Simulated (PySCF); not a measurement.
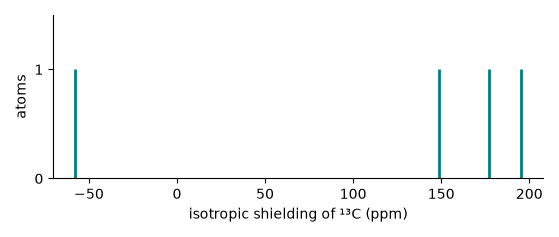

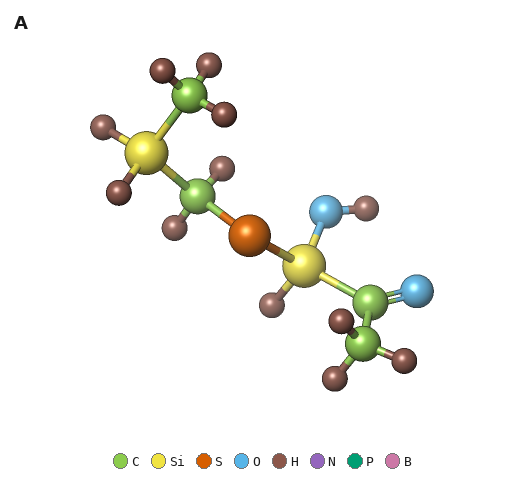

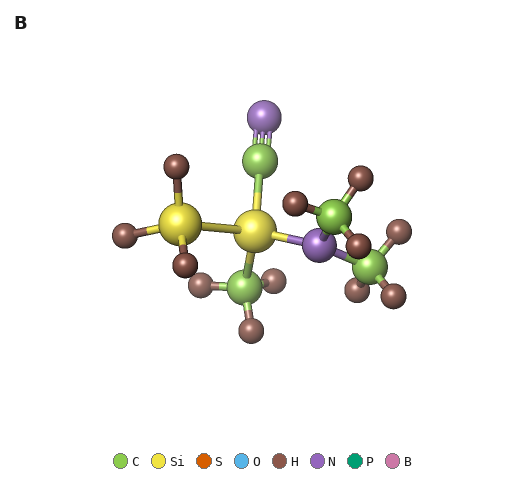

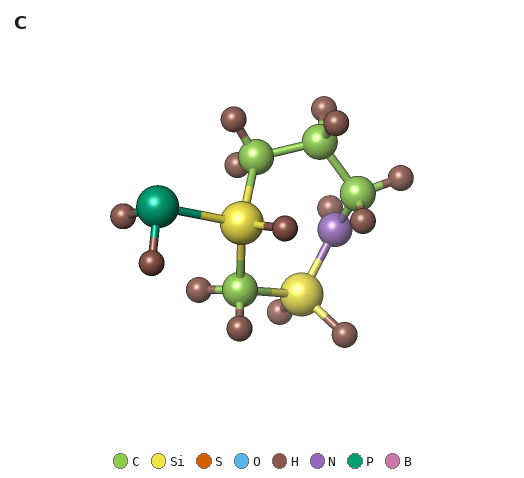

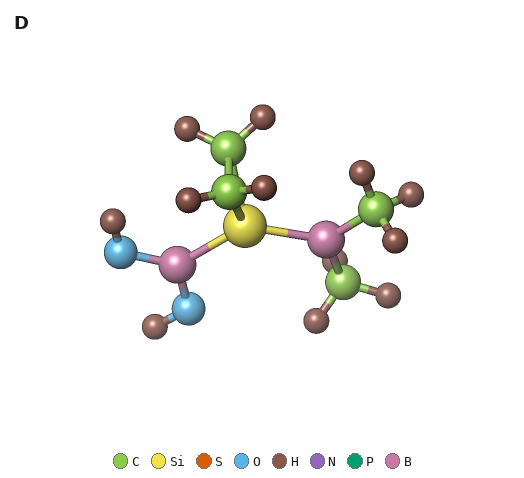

The sticks are computed shieldings of one of the molecules, for one fixed geometry (GFN2-xTB) without averaging over rotations. Low shielding means a high chemical shift. Method: GIAO PBE0/pcSseg-1 NMR shielding, non-relativistic, gas phase (PySCF 2.14.0).

Question: Which molecule gives this pattern?

Answer: A, `C[SiH2]CS[Si@@H](O)C(C)=O`. Its 4 C atoms give lines at −57.7, 148.7, 177.3, 195.2 ppm.

The geometry is semi-empirical. Around B, P, Si such bond lengths and angles can be off by a tenth of an ångström or more and by several degrees, and values that hang on the shape move with them.
